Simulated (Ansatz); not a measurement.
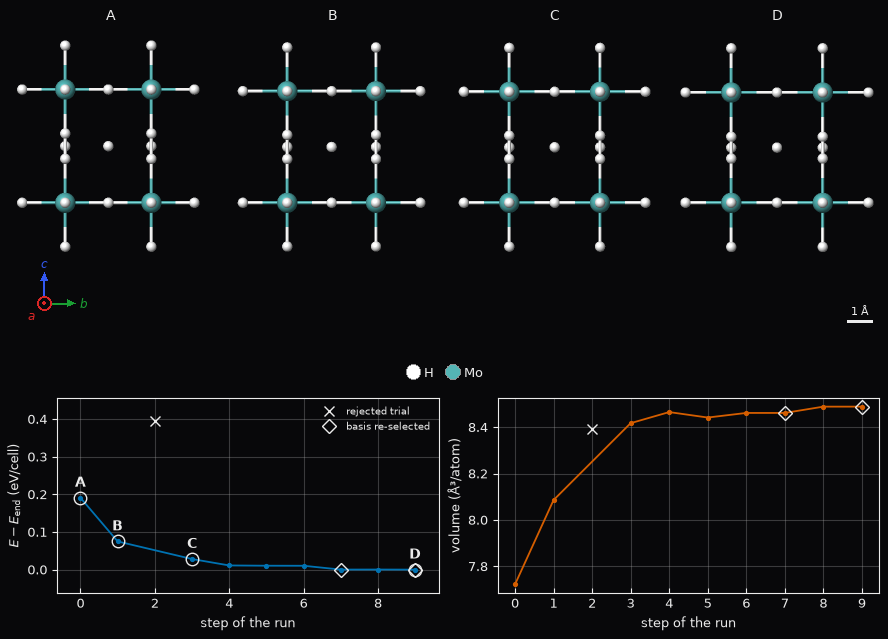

Frames of a relaxation of crystalline MoH6 (a generated structure, set up in P4/mmm), marked on the history of the run. Style: ball-and-stick. Shown: the cell of the calculation, along the a axis.

Computed with DFT PBE, scalar-relativistic, plane waves, PAW in Ansatz.

The input:
```yaml
crystal:
  lattice:
    - [3.4511509861, 0.0, 0.0]
    - [0.0, 3.4511509861, 0.0]
    - [0.0, 0.0, 4.5383011037]
  atoms:
    - { symbol: H, position: [0.5, 0.0, 0.0] }
    - { symbol: H, position: [0.5, 0.0, 0.5], spin: -0.19 }
    - { symbol: H, position: [0.0, 0.5, 0.0] }
    - { symbol: H, position: [0.0, 0.5, 0.5], spin: -0.19 }
    - { symbol: H, position: [0.0, 0.0, 0.388195614] }
    - { symbol: H, position: [0.0, 0.0, 0.611804386] }
    - { symbol: Mo, position: [0.0, 0.0, 0.0], spin: 0.82 }
basis:
  ecutwfc: 420
kpoints:
  mp_grid: { grid: [12, 12, 8] }
hamiltonian:
  xc: pbe
scf:
  occupations: { method: gaussian, width: 0.1 }
output:
  forces: true
  stress: true
  eigenvalues: true
  populations: true
magnetization:
  spin_polarized: true
relax:
  adjacent_minimum: "off"
  f_tol: 0.01
  max_steps: 80
  cell: { stress_tol: 0.05 }
```

Launched with:
```bash
ansatz run input.yaml --threads 1 --pin off --max-ram 2048MiB --backend cpu --events-out ev --progress --plain --runs-dir out
```

What happens along the run?

The largest moves relative to the cell, 0.057 Å, are those of H5 and H6. H6 goes along −c. Mo stays in place. Cell: a = b 3.451 → 3.667 Å (+6.2 %), c 4.538 → 4.419 Å (−2.6 %). Volume +9.9 %. Some distances before and after: H5–H6 1.015 → 0.874 Å, H1–Mo7 1.726 → 1.833 Å, H5–Mo7 1.762 → 1.773 Å. The space group stays P4/mmm (No. 123). Over 6 accepted moves (9 points after the start) the energy falls by 0.191 eV per cell of the calculation. The largest force component goes from 0.25 to 0.00045 eV/Å. The pressure goes from 3.44 to 0.01 GPa. The line search rejected the trial step at point 2 of the run. The SCF was repeated twice at an unchanged geometry on a basis and grid sized afresh for the cell, which shifted the energy by 10.1 meV per cell of the calculation at most. Cost: 2.6 min on 1 thread of Arm Neoverse V2 (shared host), peak memory 0.51 GiB. From step 0 to 1: H atoms move most (0.02 Å), volume +4.7 %, energy −0.116 eV per cell of the calculation. From step 1 to 3: volume +4.1 %, energy −46.8 meV per cell of the calculation. From step 3 to 9: H atoms move most (0.03 Å), volume +0.8 %, energy −28.1 meV per cell of the calculation.
